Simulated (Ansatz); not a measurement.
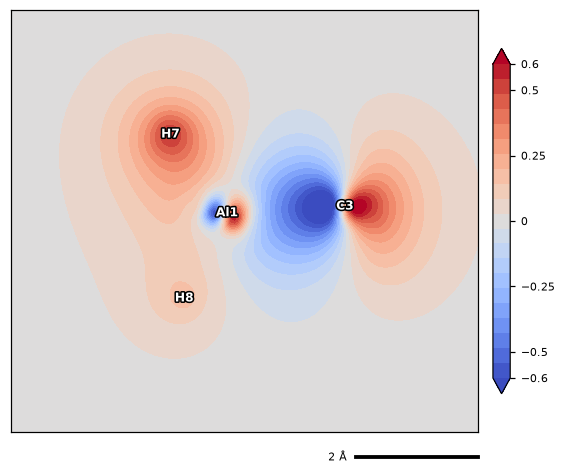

The picture shows: CH5Al···HCl. The HOMO on the plane of atoms C3, Al1 and H7 (values in Å⁻³ᐟ²; the overall sign is arbitrary).

Not at a stationary point (largest force 1.1 eV/Å).

All numbers below come from RKS PBE0-D4/def2-SVP (Ansatz).

Input

```
crystal:
  periodic: [false, false, false]
  atoms:
    - { symbol: Al, position_ang: [0.0, 0.0, 0.0] }
    - { symbol: Cl, position_ang: [0.0, 0.0, 2.58] }
    - { symbol: C, position_ang: [1.706, 0.0, -0.985] }
    - { symbol: H, position_ang: [2.0356, -1.0462, -1.1552] }
    - { symbol: H, position_ang: [1.5695, 0.508, -1.9624] }
    - { symbol: H, position_ang: [2.4756, 0.5381, -0.3932] }
    - { symbol: H, position_ang: [-1.351, 0.0, -0.78] }
    - { symbol: H, position_ang: [0.0834, 1.7631, 0.5865] }
    - { symbol: H, position_ang: [0.071, 1.502, 1.5585] }
basis:
  gaussian: { orbitals: def2-SVP }
hamiltonian:
  xc: pbe0
  dispersion: d4
relax:
  f_tol: 0.15
  max_steps: 25
  restrain:
    - { distance: [0, 7], at: 1.56, k: 30.0 }
    - { distance: [8, 1], at: 1.37, k: 30.0 }
    - { distance: [0, 1], at: 3.43, k: 30.0 }
    - { distance: [8, 7], at: 1.86, k: 30.0 }
output:
  orbitals: {}
```

Run with:

```sh
ansatz run input.yaml --threads 1 --pin off --max-ram 2048MiB --backend cpu --events-out ev --progress --plain --runs-dir out
```

The fields are those of the run's last geometry, not of the input's.

Q: What is the character of this orbital?

A: By Hirshfeld shares it lies mainly on C3 (about 40 %), Al1 (about 25 %) and H7 (about 20 %). Its energy is −8.27 eV.
